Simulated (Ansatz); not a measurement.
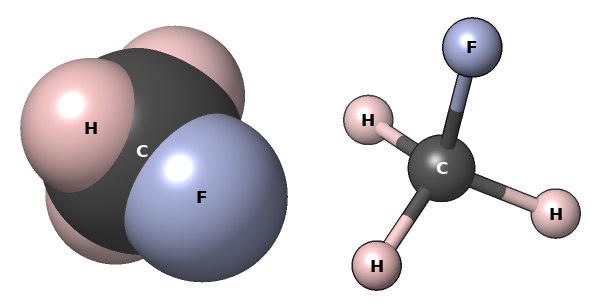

Both panels show the same species.

The computed structure is the end point of a PBE0-D4/def2-TZVP optimisation.

**What is the molecular formula?**

CH₃F, 5 atoms: 1 carbon, 3 hydrogen and 1 fluorine.

**How many atoms are distinct by symmetry?**

3: 3 H, 1 C, 1 F.

The parts below concern this one geometry. Atoms keep their numbers from picture to picture.

### Vibrations

Harmonic vibrations computed with RKS PBE0-D4/def2-TZVP (Ansatz 0.2.0) at a stationary point of the same level.

**How many vibrational modes are there, and where do they lie?**

9 modes: 1097, 1199, 1199, 1485, 1489, 1489, 3043, 3130, 3130 cm⁻¹.

### Electronic properties

Level of theory: RKS PBE0-D4/def2-TZVPP (Ansatz 0.2.0).

**Give the HOMO energy (Kohn–Sham orbital) at this level.**

−9.81 eV.

**What is the LUMO energy (Kohn–Sham orbital)?**

1.68 eV.

### Charges

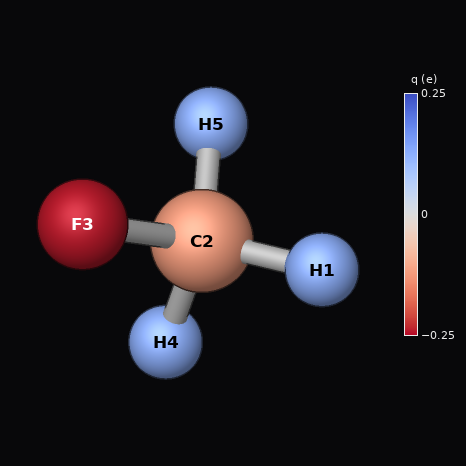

Atoms are coloured by their Mulliken charges. Method: RKS PBE0-D4/def2-TZVP (Ansatz 0.2.0).

Give the Mulliken charges atom by atom.

```tsv
atom	value (e)
H1	0.12
C2	−0.12
F3	−0.24
H4	0.12
H5	0.12
```

### Thermal motion

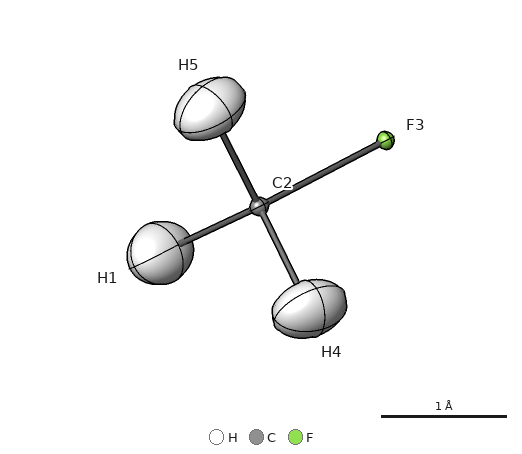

Displacement ellipsoids at the 50 % level, enlarged 2 times, from the internal vibrations of the free molecule (harmonic, no overall translation or rotation; no half-axis is drawn under 0.075 Å). Vibrations computed with RKS PBE0-D4/def2-TZVP (Ansatz 0.2.0). Temperature: 298 K.

Give the displacement parameters, one line for each set of equivalent atoms.

```tsv
atom	U_eq (Å²)	rms amplitudes (Å)
H1, H4, H5	0.0077	0.072, 0.082, 0.106
C2	0.00045	0.017, 0.017, 0.028
F3	0.00014	0.006, 0.006, 0.019
```

Mulliken values depend strongly on the basis set and can even reverse the polarity of a bond.
